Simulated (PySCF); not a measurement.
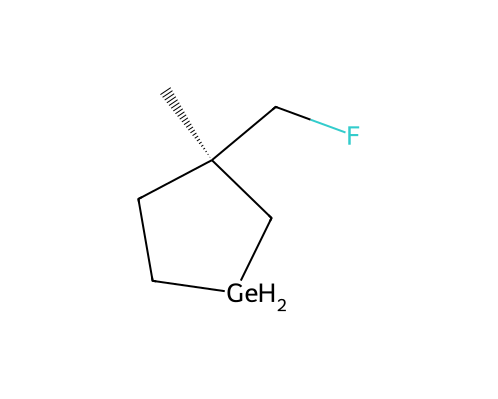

Simulated data, not a measurement (program: PySCF).

Skeletal drawing of a molecule.

Q: Give its SMILES.

A: C[C@@]1(CF)C[CH2][GeH2][CH2]1

Q: Give the formula, hydrogens included.

A: C6H13FGe.

Q: An optimisation with PBE0-D3(BJ)/def2-SVP gave a structure of which point group?

A: C1.
